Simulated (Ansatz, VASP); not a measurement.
# Cross-check of TaSb2 between VASP and Ansatz, part 2 of 2

Wanted: the spread between two codes on one cell, functional and k mesh. The cell is taken from a series of VASP runs on this material, whose earlier steps may have relaxed, scaled or displaced it; both programs get it as it stands. Valence electrons are named where the data sets of a main pair hold unlike numbers.

VASP 6.6.1 and Ansatz 0.2.0.

So far. Step 3 (Ansatz: single point, PBEsol): The run ends at a pressure of -0.15 GPa, with forces up to 0.035 eV/Å.

## 5. VASP: band structure, PBEsol, spin-orbit coupling

Level of this step: PBEsol, spin-orbit coupling; plane waves and PAW (Ta_pv, Sb) (VASP).

With cell and atoms fixed, the geometry can't cause a difference; cores, projectors, grids and the points listed under the comparison can.

File INCAR:

```
SYSTEM = TaSb2
PREC = Accurate
ENCUT = 400
EDIFF = 1E-06
NELM = 100
ISMEAR = 0
SIGMA = 0.05
LREAL = .FALSE.
ALGO = Normal
GGA = PS
LNONCOLLINEAR = .TRUE.
MAGMOM = 0 0 0 0 0 0 0 0 0 0 0 0 0 0 0 0 0 0
NBANDS = 54
GGA_COMPAT = .FALSE.
LASPH = .TRUE.
LSORBIT = .TRUE.
LMAXMIX = 4
LORBIT = 11
LWAVE = .FALSE.
LCHARG = .FALSE.
KPAR = 4
```

File POSCAR:

```
TaSb2
1.0
    5.1171574945     -1.8183642879      0.0095185283
    5.1171574945      1.8183642879      0.0095185283
   -4.2154227015      0.0000000000      7.1302925838
Ta Sb
2 4
Direct
    0.8497042829      0.8497042829      0.8118814231
    0.1502957171      0.1502957171      0.1881185769
    0.1480743744      0.1480743744      0.5345757291
    0.8519256356      0.8519256356      0.4654242709
    0.4049162393      0.4049162393      0.1137224561
    0.5950837607      0.5950837607      0.8862775439
```

File KPOINTS:

```
Automatic mesh
0
Gamma
6 6 3
0 0 0
```

File KPOINTS_OPT:

```
Line mode
16
Line-mode
Reciprocal
  0.50000000   0.50000000  -0.50000000 X
  0.00000000   0.00000000   0.00000000 GAMMA

  0.00000000   0.00000000   0.00000000 GAMMA
  0.00000000   0.00000000   0.50000000 Y

  0.50000000   0.50000000   0.00000000 L
  0.00000000   0.00000000   0.00000000 GAMMA

  0.00000000   0.00000000   0.00000000 GAMMA
  0.00000000  -0.50000000   0.00000000 Z

  0.50000000   0.00000000  -0.50000000 N
  0.00000000   0.00000000   0.00000000 GAMMA

  0.00000000   0.00000000   0.00000000 GAMMA
  0.00000000  -0.50000000   0.50000000 M

  0.50000000   0.00000000   0.00000000 R
  0.00000000   0.00000000   0.00000000 GAMMA
```

PAW data sets: Ta_pv and Sb (PBE family, release 64).

Launch:

```
$ mpirun -np 4 vasp_ncl
```

Numbers of over 12 decimals in the logs are rounded to 6 here.

Log:

```text
[banner, memory and clock lines left out]
running    4 mpi-ranks, on    1 nodes
[...]
[... a notice as in an earlier step ...]

 LDA part: xc-table for (Slater+PW92), standard interpolation
 POSCAR, INCAR and KPOINTS ok, starting setup
[...]
entering main loop
       N       E                     dE             d eps       ncg     rms          rms(c)
DAV:   1     0.291917117606E+03    0.29192E+03   -0.16294E+04  4208   0.113E+03
DAV:   2    -0.248612410514E+02   -0.31678E+03   -0.30658E+03  4280   0.299E+02
DAV:   3    -0.467882452468E+02   -0.21927E+02   -0.21334E+02  4478   0.730E+01
DAV:   4    -0.475304565495E+02   -0.74221E+00   -0.73340E+00  4520   0.128E+01
[...]
DAV:  12    -0.462585701927E+02   -0.94248E-06   -0.69632E-05  4336   0.406E-02    0.194E-02
DAV:  13    -0.462585717228E+02   -0.15301E-05   -0.48274E-06  4464   0.111E-02    0.779E-03
DAV:  14    -0.462585725282E+02   -0.80549E-06   -0.16481E-06  3268   0.702E-03
   1 F= -.46258573E+02 E0= -.46258157E+02  d E =-.831864E-03  mag=     0.0000     0.0000    -0.0000
 Start KPOINTS_OPT (optional k-point list driver)
k-point batch [1-34\112]
       N       E                     dE             ncg
DAV:   1     0.563678435303E+04   -0.85113E+03     4200
DAV:   2    -0.567035615625E+04   -0.11307E+05     4340
DAV:   3    -0.652345134206E+04   -0.85310E+03     4654
DAV:   4    -0.655594859759E+04   -0.32497E+02     4552
DAV:   5    -0.655702376382E+04   -0.10752E+01     4970
DAV:   6    -0.655704190539E+04   -0.18142E-01     4772
DAV:   7    -0.655704261675E+04   -0.71136E-03     5000
DAV:   8    -0.655704263331E+04   -0.16556E-04     4186
DAV:   9    -0.655704263394E+04   -0.62745E-06     3200
[...]
k-point batch [103-112\112]
       N       E                     dE             ncg
DAV:   1     0.164929555719E+05   -0.59393E+03     1240
DAV:   2     0.132090575634E+05   -0.32839E+04     1290
DAV:   3     0.129869630682E+05   -0.22209E+03     1306
DAV:   4     0.129789562512E+05   -0.80068E+01     1360
DAV:   5     0.129787158748E+05   -0.24038E+00     1356
DAV:   6     0.129787101912E+05   -0.56836E-02     1432
DAV:   7     0.129787099665E+05   -0.22465E-03     1358
DAV:   8     0.129787099569E+05   -0.96077E-05     1240
DAV:   9     0.129787099564E+05   -0.58544E-06      908
```

OUTCAR, selected parts (step 5):

```text
  Total        0.2355707      0.0554289     -0.0249819      0.0000000      0.0000000     -0.0504490
  in kB        2.8412372      0.6685319     -0.3013086      0.0000000      0.0000000     -0.6084696
  external PRESSURE =       1.0694869 kB  Pullay stress =       0.0000000 kB

 POSITION                                       TOTAL-FORCE (eV/Angst)
 -----------------------------------------------------------------------------------
      5.27372      0.00000      5.80513        -0.018412      0.000000     -0.017252
      0.74517      0.00000      1.34420         0.018412      0.000000      0.017252
     -0.73802      0.00000      3.81450         0.010394      0.000000      0.039581
      6.75692      0.00000      3.33483        -0.010394      0.000000     -0.039581
      3.66465      0.00000      0.81858         0.007795      0.000000      0.010234
      2.35424      0.00000      6.33075        -0.007795      0.000000     -0.010234
 -----------------------------------------------------------------------------------
    total drift:                               -0.000014      0.000000      0.000000

  FREE ENERGIE OF THE ION-ELECTRON SYSTEM (eV)
  ---------------------------------------------------
  free  energy   TOTEN  =       -46.2585725282 eV

  energy  without entropy=      -46.2577406642  energy(sigma->0) =      -46.25815660

 magnetization (x)
# of ion       s       p       d       tot
------------------------------------------
    1        0.000   0.000   0.000   0.000
    2        0.000   0.000   0.000   0.000
    3        0.000   0.000   0.000   0.000
    4        0.000   0.000   0.000   0.000
    5        0.000   0.000   0.000   0.000
    6        0.000   0.000   0.000   0.000
--------------------------------------------------
tot          0.000   0.000   0.000   0.000

 magnetization (y)
# of ion       s       p       d       tot
------------------------------------------
    1       -0.000   0.000  -0.000  -0.000
    2       -0.000   0.000  -0.000  -0.000
    3        0.000   0.000   0.000   0.000
    4        0.000   0.000   0.000   0.000
    5       -0.000  -0.000   0.000  -0.000
    6       -0.000  -0.000   0.000  -0.000
--------------------------------------------------
tot         -0.000   0.000  -0.000  -0.000

 magnetization (z)
# of ion       s       p       d       tot
------------------------------------------
    1        0.000   0.000   0.000   0.000
    2        0.000   0.000   0.000   0.000
    3        0.000   0.000   0.000   0.000
    4        0.000   0.000   0.000   0.000
    5        0.000   0.000   0.000   0.000
    6        0.000   0.000   0.000   0.000
--------------------------------------------------
tot          0.000   0.000   0.000   0.000

[... 1 part as in an earlier step ...]

[... 2 further parts left out ...]
[key lines of the parts left out:]
E-fermi :   8.5676
```

The k-mesh is coarse for a metal.

The run ends at a pressure of 0.11 GPa, with forces up to 0.041 eV/Å.

## 6. Ansatz: band structure, PBEsol, spin-orbit coupling

The same cell, functional, mesh and smearing now go to Ansatz, which takes its cutoff from its data sets.

The cell is taken from a series of VASP runs on this material, whose earlier steps may have relaxed, scaled or displaced it; both programs get it as it stands.

File input.yaml:

```yaml
crystal:
  lattice:
    - [5.1171574945, -1.8183642879, 0.0095185283]
    - [5.1171574945, 1.8183642879, 0.0095185283]
    - [-4.2154227015, 0.0, 7.1302925838]
  atoms:
    - { symbol: Ta, position: [0.8497042829, 0.8497042829, 0.8118814231] }
    - { symbol: Ta, position: [0.1502957171, 0.1502957171, 0.1881185769] }
    - { symbol: Sb, position: [0.1480743744, 0.1480743744, 0.5345757291] }
    - { symbol: Sb, position: [0.8519256356, 0.8519256356, 0.4654242709] }
    - { symbol: Sb, position: [0.4049162393, 0.4049162393, 0.1137224561] }
    - { symbol: Sb, position: [0.5950837607, 0.5950837607, 0.8862775439] }
hamiltonian:
  xc: pbesol
  pseudopotentials: { kind: paw_fr }
magnetization:
  noncollinear: true
  spin_orbit: true
kpoints:
  mp_grid: { grid: [6, 6, 3] }
  band_path:
    path:
      - [0.5, 0.5, -0.5]
      - [0.4, 0.4, -0.4]
      - [0.26667, 0.26667, -0.26667]
      - [0.13333, 0.13333, -0.13333]
      - [0.0, 0.0, 0.0]
      - [0.0, 0.0, 0.1]
      - [0.0, 0.0, 0.2]
      - [0.0, 0.0, 0.33333]
      - [0.0, 0.0, 0.46667]
      - [0.43333, 0.43333, 0.0]
      - [0.3, 0.3, 0.0]
      - [0.16667, 0.16667, 0.0]
      - [0.06667, 0.06667, 0.0]
      - [0.0, -0.03333, 0.0]
      - [0.0, -0.16667, 0.0]
      - [0.0, -0.3, 0.0]
      - [0.0, -0.43333, 0.0]
      - [0.46667, 0.0, -0.46667]
      - [0.36667, 0.0, -0.36667]
      - [0.23333, 0.0, -0.23333]
      - [0.1, 0.0, -0.1]
      - [0.0, 0.0, 0.0]
      - [0.0, -0.13333, 0.13333]
      - [0.0, -0.26667, 0.26667]
      - [0.0, -0.36667, 0.36667]
      - [0.0, -0.5, 0.5]
      - [0.4, 0.0, 0.0]
      - [0.26667, 0.0, 0.0]
      - [0.13333, 0.0, 0.0]
      - [0.0, 0.0, 0.0]
    npoints: 1
scf:
  occupations: { method: gaussian, width: 0.05 }
  n_extra_bands: 18
output:
  forces: true
  stress: true
  eigenvalues: true
  write_density: true
  write_potential: true
  elf: true
  volumetric_format: npy
```

Launch:

```
$ ansatz run input.yaml --threads 4 --pin off --max-ram 9216MiB --backend cpu --events-out ev --progress --plain --runs-dir out
```

Log:

```text
[...]
non-collinear run that drives no moment, with spin-orbit: no starting moment large enough to seed its density (crystal.atoms[].spin), no starting occupations that ask for one, no magnetisation constraint and no magnetic field, so the semilocal B_xc is pinned to zero
Crystal: 6 atoms, lattice volume = 132.839 Å³
[...]
k-point 1: bands = [... 82 lower, 13.7543, 13.7543, 14.0868, 14.0868, 15.3137, 15.3137, 16.2506, 16.2506, ... 14 higher]
  k-point 2: bands = [... 82 lower, 13.4790, 13.4790, 13.9921, 13.9921, 15.6681, 15.6681, 15.8307, 15.8307, ... 14 higher]
  k-point 33: bands = [... 82 lower, 14.4357, 14.4357, 14.7042, 14.7042, 15.0972, 15.0972, 15.8395, 15.8395, ... 14 higher]
[key lines of the parts left out:]
SCF converged after 9 iterations
Magnetization: |M| = 0.0000 μB,  M = (+0.0000, +0.0000, +0.0000) μB
Free energy (F): -45300.226563 eV
Fermi energy:    14.678202 eV
P = ⅓ Tr σ = -0.1965 GPa (-1.965 kbar)
```

Run time: 66 s. Hardware: 4 threads of Arm Neoverse V1, shared host; peak memory 1.6 GiB; 4.3 min of CPU time.

## 7. Differences

What differs besides the data sets and the points named for the pairs above, as far as they apply: spin-orbit coupling enters by fully relativistic files in Ansatz and inside the spheres in VASP; the data sets hold 86 valence electrons in Ansatz (on its fully relativistic PAW (standard-fr) files) and 42 in VASP. Total energies have different zeros and are not compared.

The two programs side by side:

```tsv
quantity	Ansatz	VASP	difference
pressure (GPa)	-0.20	0.11	-0.30
pressure without Ansatz's Pulay correction (GPa)	-0.25	0.11	-0.35
```

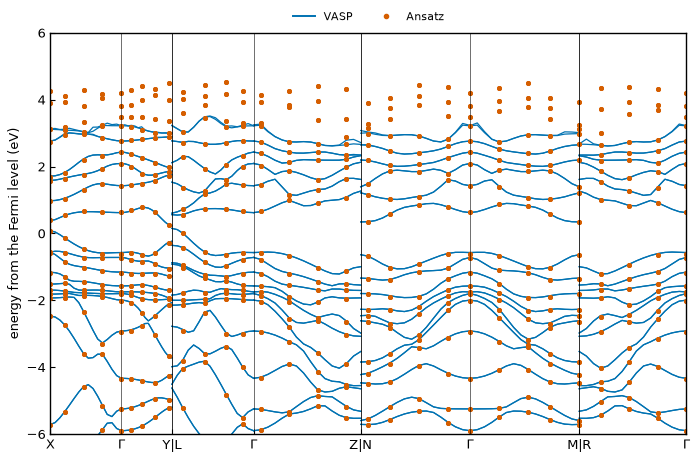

Bands from VASP (lines) and levels from Ansatz (dots). Dots without a line are higher empty bands that the VASP plot leaves out.

At this near-relaxed geometry the largest component of a force difference is 20 meV/Å. Levels from 3 eV below to 2 eV above the Fermi level differ by 14 meV r.m.s. and 35 meV at most; each VASP level is matched to the nearest of Ansatz, which flatters the figure a little. Ansatz's pressure holds a Pulay correction of 0.05 GPa; VASP's holds none.

## 8. Outcome

```
difference in pressure (single point, PBEsol)                                                  : -0.18 GPa
r.m.s. force difference (single point, PBEsol)                                                 : 7 meV/Å
r.m.s. difference of levels near the Fermi level (band structure, PBEsol, spin-orbit coupling) : 14 meV
r.m.s. force difference (band structure, PBEsol, spin-orbit coupling)                          : 11 meV/Å
```

The r.m.s. force difference is 11 meV/Å (band structure, PBEsol, spin-orbit coupling), within the 12 meV/Å picked in this series as the mark of a large difference. The data sets hold unlike numbers of valence electrons (86 in Ansatz and 42 in VASP), so part of the differences comes from the potentials. Such differences can come from data sets, numerical settings and the points named under the comparisons, not from the functional's error against experiment.

[Lines on the potential files, build, host, timing and source positions are cut from VASP's logs without a mark.]

[Logs are printed without paths, hosts, clocks, repeated set-up lines and the standing remarks that a program may print on its own settings, such as how far it seeks lower states.]

[Hosts, paths, dates, database ids (printed as entryN), source tags and the programs' standing remarks are cut or masked in the printed files.]
